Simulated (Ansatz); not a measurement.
## Fields on a plane of Li (fcc, Cu type)

```
CELL_PARAMETERS angstrom
      0.00000     2.11676     2.11676
      2.11676     0.00000     2.11676
      2.11676     2.11676     0.00000
ATOMIC_POSITIONS crystal
  Li 0.00000 0.00000 0.00000
```

The slice is a {111} plane (indices of the conventional cell) through the point (0.000, 0.000, 0.000) (fractional), spanned by u = [100] and v = [-1 2 0] in vectors of this cell: u (2.99 Å) and v (5.18 Å, at 90° to u). It covers one period; positions are fractions (u, v).

Atoms on it: Li at (0.00, 0.00); Li at (0.50, 0.50).

The numbers are results of LDA (plane waves to 420 eV, PAW, scalar-relativistic; Ansatz, an electronic-structure program), not measurements. k mesh 19×19×19. Near the nuclei the fields are pseudised (PAW); where an atom keeps semicore shells as valence, they peak there. Li was relaxed with its symmetry unable to fall. This is one of several known forms of Li; the measured ambient cells at hand have space group No. 229.

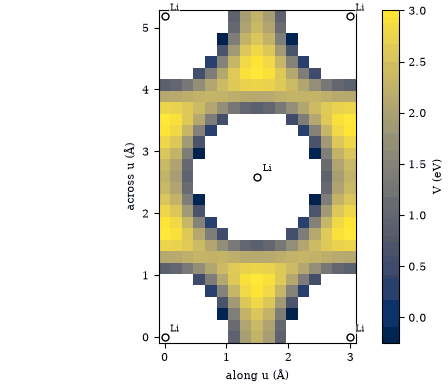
Figure. Electrostatic potential energy of an electron, from the cell's mean, in eV, one period of the plane, atoms marked. Points within 1 Å of a nucleus are left white, as the pseudised field means little there. The zero, the cell's mean, hangs on the PAW cores.

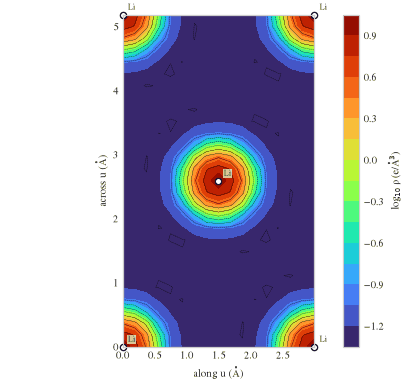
*Log₁₀ of the valence density in e/Å³, one period of the plane, atoms marked. The scale is logarithmic, as a density can span decades between atoms and voids.*

- Density on the Li–Li line (2.99 Å) at its midpoint = 0.06 e/Å³
- ELF at that point = 0.54
- ELF maximum in the middle third of the Li–Li line = 0.54, 1.5 Å from Li
